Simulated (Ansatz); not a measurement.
A series of calculations on CH$_{6}$BFO

Part 1: Relaxation

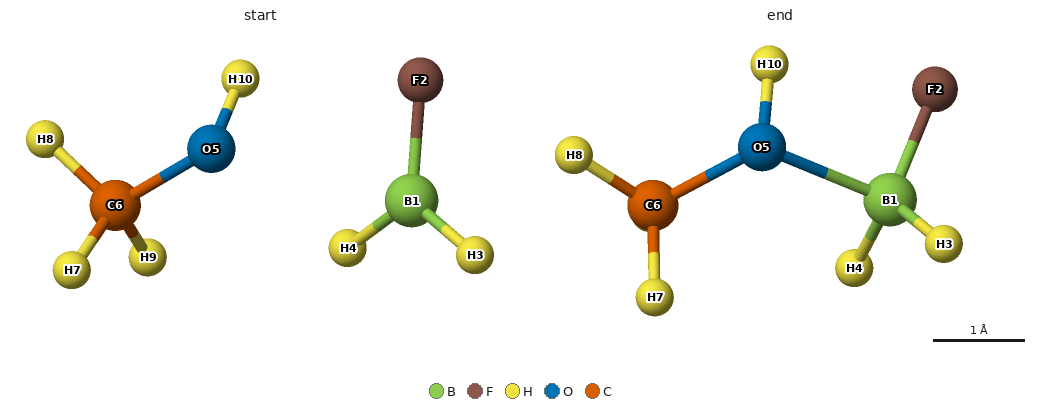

The structure of CH6BFO before (left) and after (right) a relaxation, at one scale.

The picture is a ball-and-stick view, seen at a tilt.

The run prepares an end point of a later path (reaction) calculation, from a guessed geometry.

These are results of RKS LDA/6-31G* (Ansatz), not measurements.

Input file:
```yaml
crystal:
  periodic: [false, false, false]
  atoms:
    - { symbol: B, position_ang: [0.136528, 0.33635, -0.04619] }
    - { symbol: F, position_ang: [-0.142648, 0.562918, 1.231912] }
    - { symbol: H, position_ang: [1.237732, 0.627396, -0.453836] }
    - { symbol: H, position_ang: [-0.787945, -0.039238, -0.745589] }
    - { symbol: O, position_ang: [0.282682, -2.114658, 0.796181] }
    - { symbol: C, position_ang: [-0.626028, -2.8802, 0.033509] }
    - { symbol: H, position_ang: [-0.036812, -3.649621, -0.500417] }
    - { symbol: H, position_ang: [-1.375146, -3.401475, 0.668938] }
    - { symbol: H, position_ang: [-1.165105, -2.267188, -0.726091] }
    - { symbol: H, position_ang: [-0.233457, -1.548483, 1.426583] }
basis:
  gaussian: { orbitals: "6-31G*" }
hamiltonian:
  xc: lda
relax:
  f_tol: 0.03
  max_steps: 50
output:
  orbitals: {}
```

Command:
```bash
ansatz run input.yaml --threads 1 --pin off --max-ram 2048MiB --backend cpu --events-out ev --progress --plain --runs-dir out
```

Describe what moved and what it gained.

H7 moves most after the best rigid fit: 0.83 Å. Largest moves by element: H 0.83 Å, B 0.52 Å, O 0.49 Å, C 0.21 Å, F 0.20 Å. Among the contacts that change: B1–O5 2.596 → 1.655 Å, B1–F2 1.328 → 1.386 Å, O5–C6 1.412 → 1.428 Å, C6–H9 1.115 → 1.105 Å. New bonds form, among them: B1–O5 (2.60 → 1.66 Å). Bond angles that change, for instance: H3–B1–H4 124.8° → 118.1°, H8–C6–H9 108.7° → 111.7°, O5–C6–H8 112.3° → 109.3°. After 9 geometry steps the energy has fallen by 61.9 kJ/mol. The largest force component goes from 0.68 to 0.018 eV/Å.

Part 2: Relaxation

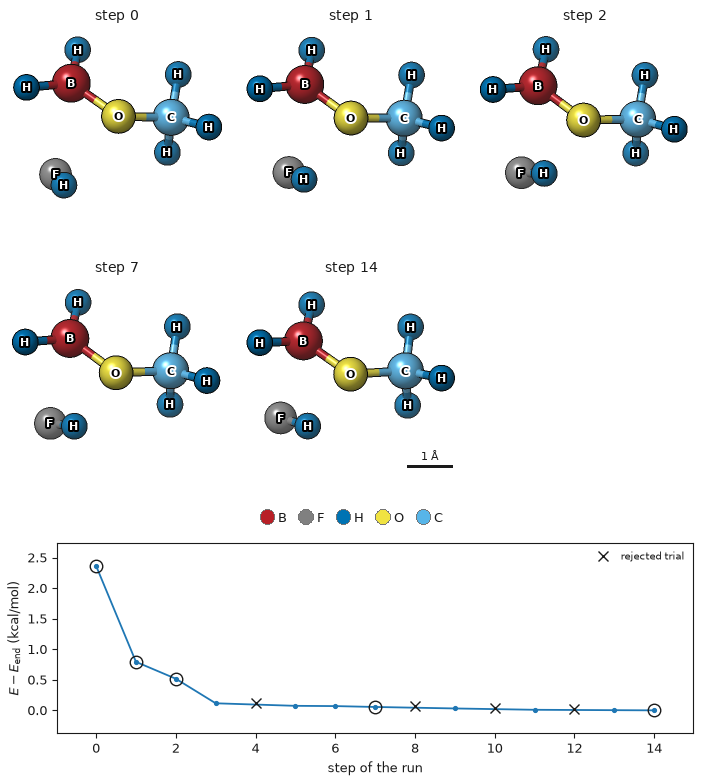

Frames of a relaxation of CH₆BFO, marked on the history of the run. A ball-and-stick model, seen at a tilt.

The run prepares an end point of a later path (reaction) calculation, from a guessed geometry.

Computed with RKS LDA/6-31G* in Ansatz.

Input
```yaml
crystal:
  periodic: [false, false, false]
  atoms:
    - { symbol: B, position_ang: [0.165428, -0.402858, -0.439959] }
    - { symbol: F, position_ang: [-0.598872, -0.342359, 1.957025] }
    - { symbol: H, position_ang: [1.07459, 0.383209, -0.323622] }
    - { symbol: H, position_ang: [-0.917935, -0.136101, -0.91116] }
    - { symbol: O, position_ang: [0.462109, -1.701542, -0.090866] }
    - { symbol: C, position_ang: [-0.576366, -2.661053, -0.104318] }
    - { symbol: H, position_ang: [-0.137395, -3.660885, -0.266828] }
    - { symbol: H, position_ang: [-1.099617, -2.640388, 0.870716] }
    - { symbol: H, position_ang: [-1.315955, -2.44119, -0.898815] }
    - { symbol: H, position_ang: [0.233814, -0.771033, 1.892828] }
basis:
  gaussian: { orbitals: "6-31G*" }
hamiltonian:
  xc: lda
relax:
  f_tol: 0.03
  max_steps: 50
output:
  orbitals: {}
```

Command:
```bash
ansatz run input.yaml --threads 1 --pin off --max-ram 2048MiB --backend cpu --events-out ev --progress --plain --runs-dir out
```

### What happens along the run?

The largest moves after the best rigid fit, 0.33 Å, are those of F2 and H10. Largest moves by element: H 0.33 Å, F 0.33 Å, O 0.16 Å, B 0.16 Å, C 0.03 Å. Among the contacts that change: B1–F2 2.517 → 2.138 Å, F2–H10 0.939 → 0.969 Å. Over 10 accepted moves (14 points after the start) the energy falls by 2.36 kcal/mol. Largest force component: 1 eV/Å at the start, 0.022 eV/Å at the end. The line search rejected the trial steps at points 4, 8, 10, 12 of the run. The forces were under the threshold at step 6, but the run went on from there. From step 0 to 1: H10 moves most (0.19 Å), energy −1.57 kcal/mol. From step 1 to 2: H10 moves most (0.20 Å), energy −0.28 kcal/mol. From step 2 to 7: F2 moves most (0.08 Å), energy −0.46 kcal/mol. From step 7 to 14: F2 moves most (0.16 Å), energy −0.06 kcal/mol.

```json
{"step": "0", "E − E(0), kcal/mol": "0.00", "largest force component, eV/Å": "1.0419", "note": ""}
{"step": "1", "E − E(0), kcal/mol": "-1.57", "largest force component, eV/Å": "0.3549", "note": ""}
{"step": "2", "E − E(0), kcal/mol": "-1.85", "largest force component, eV/Å": "0.7258", "note": ""}
{"step": "3", "E − E(0), kcal/mol": "-2.25", "largest force component, eV/Å": "0.2026", "note": ""}
{"step": "4", "E − E(0), kcal/mol": "-2.25", "largest force component, eV/Å": "0.1281", "note": "rejected"}
{"step": "5", "E − E(0), kcal/mol": "-2.29", "largest force component, eV/Å": "0.0365", "note": ""}
{"step": "6", "E − E(0), kcal/mol": "-2.30", "largest force component, eV/Å": "0.0290", "note": ""}
{"step": "7", "E − E(0), kcal/mol": "-2.31", "largest force component, eV/Å": "0.0359", "note": ""}
{"step": "8", "E − E(0), kcal/mol": "-2.29", "largest force component, eV/Å": "0.3089", "note": "rejected"}
{"step": "9", "E − E(0), kcal/mol": "-2.33", "largest force component, eV/Å": "0.0407", "note": ""}
{"step": "10", "E − E(0), kcal/mol": "-2.33", "largest force component, eV/Å": "0.2877", "note": "rejected"}
{"step": "11", "E − E(0), kcal/mol": "-2.36", "largest force component, eV/Å": "0.0163", "note": ""}
{"step": "12", "E − E(0), kcal/mol": "-2.34", "largest force component, eV/Å": "0.0949", "note": "rejected"}
{"step": "13", "E − E(0), kcal/mol": "-2.36", "largest force component, eV/Å": "0.0135", "note": ""}
{"step": "14", "E − E(0), kcal/mol": "-2.36", "largest force component, eV/Å": "0.0224", "note": ""}
```

Limits of the set-up: the start holds two separate molecules, 2.2 Å apart at their closest, whose relative position is a soft coordinate and is computed without a dispersion correction.

Part 3: Path

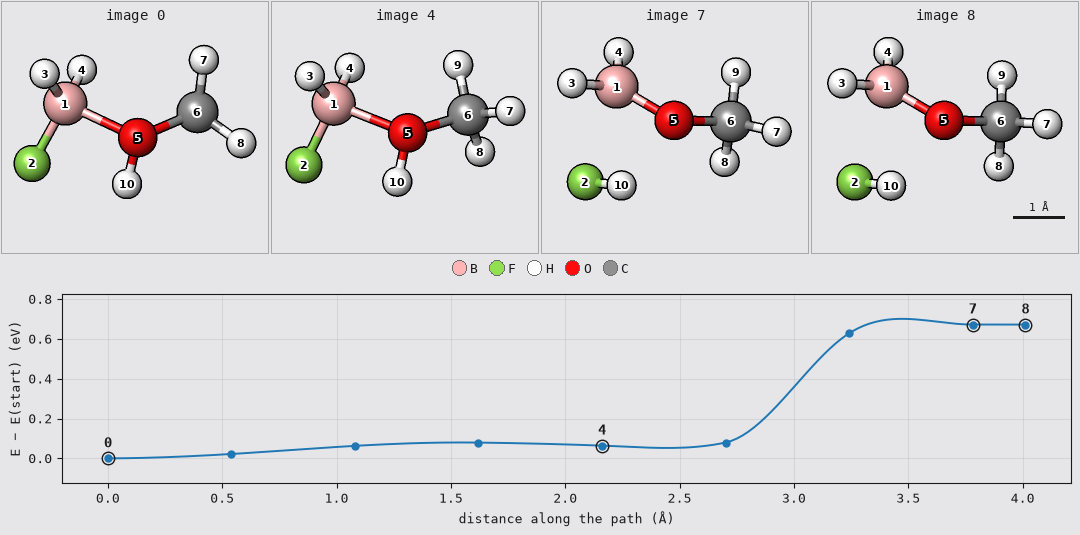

NEB run on CH₆BFO. Images are numbered from 0 (start) to 8 (end). A ball-and-stick model, seen face on.

All numbers below come from RKS LDA/6-31G* in Ansatz. Run with 7 movable images; climbing image; force threshold 0.03 eV/Å; iteration limit 60; starting path through a guess of the saddle point.

Q: Describe the mechanism and the energy profile.

A: Breaking: B1–F2 (1.39 → 2.13 at the top → 2.14 Å), O5–H10 (0.99 → 1.73 at the top → 1.74 Å). Forming: F2–H10 (1.98 → 0.97 at the top → 0.97 Å). Forward barrier 0.67 eV, backward barrier 0.00 eV, with image 7 at the top; the reaction energy is +0.67 eV. The band is converged.

Cost: 7 min on 1 thread of Intel(R) Xeon(R) Platinum 8259CL CPU @ 2.50GHz (Skylake/Cascade Lake) (shared host), peak memory 0.14 GiB.
